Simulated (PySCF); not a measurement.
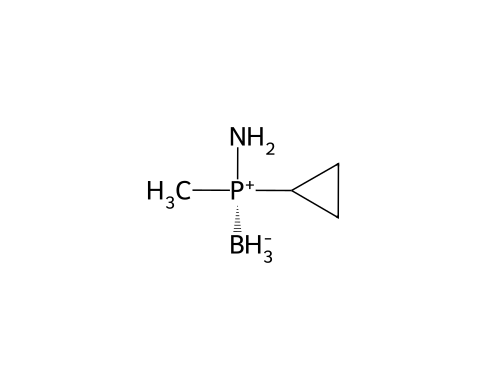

The geometry was computed by an optimisation with GFN2-xTB. No frequency run is at hand to confirm it as a minimum. Properties computed with ωB97X-D/def2-SVPD, gas phase (PySCF 2.14.0). Excitations: vertical, linear response.

Predict the main results.

The species is C4H13BNP (`[BH3-][P@+](C)(N)C1CC1`).
- dipole moment: 4.25 D
- HOMO energy (Kohn–Sham orbital): −9.28 eV
- LUMO energy (Kohn–Sham orbital): 1.95 eV
- HOMO–LUMO gap: 11.24 eV
- mean static polarisability: 96.5 bohr³
- lowest vertical singlet excitation: 6.94 eV
- its oscillator strength: 0.026
- brightest of the 8 lowest singlets: 8.34 eV
- its oscillator strength: 0.10

The geometry is semi-empirical. Around B, P such bond lengths and angles can be off by a tenth of an ångström or more and by several degrees, and values that hang on the shape move with them.
